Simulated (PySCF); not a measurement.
# C2H2ClF5Ge: electronic excitations

Aim: predict the electronic excitations of C2H2ClF5Ge (`FC(F)[C@@H](Cl)[Ge]([F])([F])[F]`).

Programs: PySCF 2.14.0, with density-fitted response routines of our own. Each step states its level of theory. These are calculated values for one molecule in the gas phase, unless marked as measured. Atoms count from 0, in the outputs and in this text.

## 1. The starting structure

11 atoms, charge 0, multiplicity 1; geometry from: GFN2-xTB.

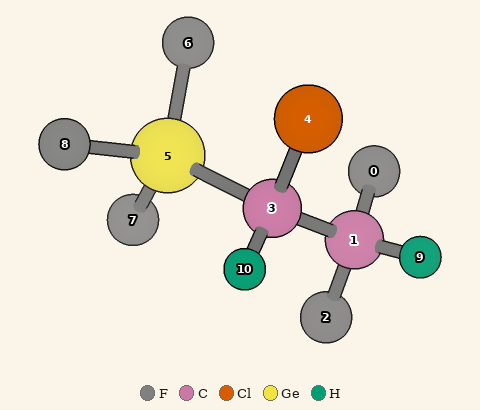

As it starts; fluorine grey, carbon pink, chlorine orange, germanium yellow, hydrogen teal, atoms numbered; sticks join atoms by distance.

## 2. Excited states and response: CAM-B3LYP/def2-SVPD

What the job is given:

```
{"job": {"kind": "uv", "xc": "CAM-B3LYP", "basis": "def2-SVPD", "nstates": 8, "ntriplets": 3}, "charge": 0, "multiplicity": 1}
F     -0.730511    -1.002540    -1.464808
C     -1.352237    -0.255195    -0.529300
F     -1.528325     0.967451    -1.076706
C     -0.461621    -0.105235     0.685677
Cl    -0.379321    -1.604245     1.603551
Ge     1.404476     0.381952     0.045384
F      2.310662    -0.926325    -0.581134
F      1.587723     1.638356    -1.108271
F      2.332918     0.919005     1.387955
H     -2.336224    -0.699337    -0.316842
H     -0.842117     0.688784     1.328529
```

Level: TDDFT CAM-B3LYP/def2-SVPD, vertical, gas phase, core orbitals frozen in the response.

Command:

```bash
$ OMP_NUM_THREADS=1 python probes_run.py task.json out
```

The driver reads the jobs from task.json and runs them one after another.

Predict these results of the whole session: lowest singlet (CAM-B3LYP/def2-SVPD); brightest single state of those computed; lowest triplet.

The runs gave:

```
                                quantity                        value
    lowest singlet (CAM-B3LYP/def2-SVPD)  7.02 eV (177 nm), f = 0.049
brightest single state of those computed  state 5, 8.84 eV, f = 0.138
                          lowest triplet                      6.16 eV
```

In words: The lowest singlet, at 7.02 eV, is HOMO→LUMO 0.56, HOMO→LUMO+1 0.33 and is weak; of the 8 states computed, the strongest absorption comes from state 5 at 8.84 eV. The lowest triplet lies 0.86 eV below the lowest singlet (triplets in Tamm-Dancoff, singlets in full TDDFT).
